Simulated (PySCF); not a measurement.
## Electronic structure of C$_{4}$H$_{6}$NSi (SMILES C=[C][SiH2]CC#N) (doublet) in real space

```json
{"atom": "C", "x (Å)": "-2.3037", "y (Å)": "-0.8114", "z (Å)": "0.3370"}
{"atom": "C", "x (Å)": "-1.3970", "y (Å)": "-0.0089", "z (Å)": "-0.1073"}
{"atom": "Si", "x (Å)": "-0.0082", "y (Å)": "1.1746", "z (Å)": "-0.1567"}
{"atom": "C", "x (Å)": "1.5371", "y (Å)": "0.1051", "z (Å)": "-0.5744"}
{"atom": "C", "x (Å)": "1.7848", "y (Å)": "-0.8402", "z (Å)": "0.4621"}
{"atom": "N", "x (Å)": "1.9594", "y (Å)": "-1.5830", "z (Å)": "1.3162"}
{"atom": "H", "x (Å)": "-2.5055", "y (Å)": "-0.9704", "z (Å)": "1.3942"}
{"atom": "H", "x (Å)": "-2.9370", "y (Å)": "-1.3993", "z (Å)": "-0.3192"}
{"atom": "H", "x (Å)": "0.2725", "y (Å)": "1.9058", "z (Å)": "1.0872"}
{"atom": "H", "x (Å)": "-0.1991", "y (Å)": "2.1139", "z (Å)": "-1.2683"}
{"atom": "H", "x (Å)": "2.4147", "y (Å)": "0.7430", "z (Å)": "-0.6850"}
{"atom": "H", "x (Å)": "1.3832", "y (Å)": "-0.4299", "z (Å)": "-1.5118"}
```

Geometry: GFN2-xTB.

Theory: UKS B3LYP, pcH-1 on C H N Si, non-relativistic, mean-field spin-orbit, GIAO (PySCF 2.14.0, density-fitted response routines).

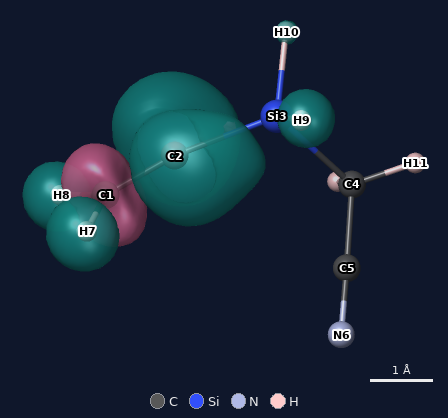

Figure 1. Isosurfaces of the spin density (α minus β) at +0.02 (teal) and −0.02 e/Å³ (pink), seen across its widest extent.

Q: Where is the unpaired spin?

A: The unpaired spin (1 electron) lies mostly on C2 (about 0.7) and Si3 (about 0.1), in electrons by Hirshfeld's partition.

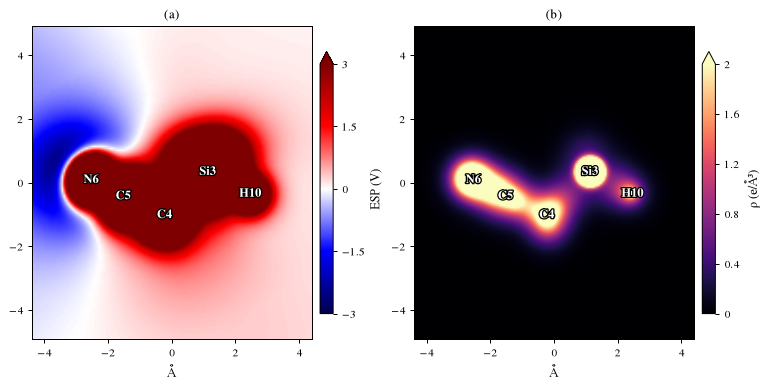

Figure 2. (a) electrostatic potential; (b) total electron density on the plane of atoms Si3, C4 and C5.

Q: Interpret the plot.

A:
- The section cuts through Si, C, N and H sites.
- C–N (1.15 Å): ρ is about 3.6 e/Å³ halfway.
- C–C (1.42 Å): ρ at the midpoint is about 1.9 e/Å³.
- C–Si (1.93 Å): ρ is about 0.87 e/Å³ halfway.
- Si–H (1.47 Å): ρ at the midpoint is about 0.82 e/Å³.
- Outside the dense part of the molecule the potential is most negative (−2.4 V) near N6.

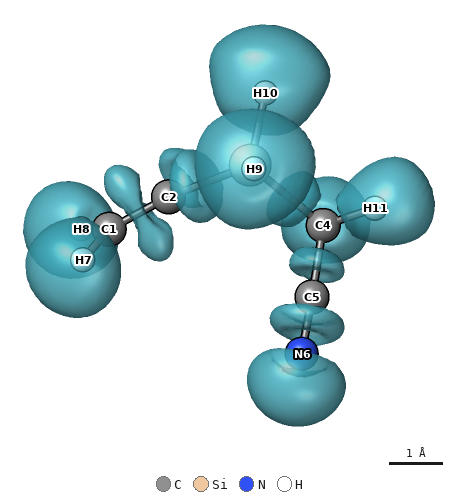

Figure 3. Isosurface of the electron localisation function at 0.8 (cyan), seen across its widest extent. Only the valence region is drawn (cores and ρ < 0.01 e/Å³ removed).

Q: Identify the bonds, lone pairs and shells in this picture.

A: At this value the surface marks out two regions between bonded C–C atoms (shared pairs), one region between bonded C–N atoms (shared pairs), two regions between bonded C–Si atoms (shared pairs), six regions around hydrogen nuclei and one lobe on N, pointing away from the bonds (non-bonding electrons). Profiles from the grid: C–N (1.15 Å): the ELF peaks at about 0.85 between the atoms (a short, multiple covalent bond). C–C (1.29 Å): the ELF peaks at about 0.90 between the atoms; a multiple bond.
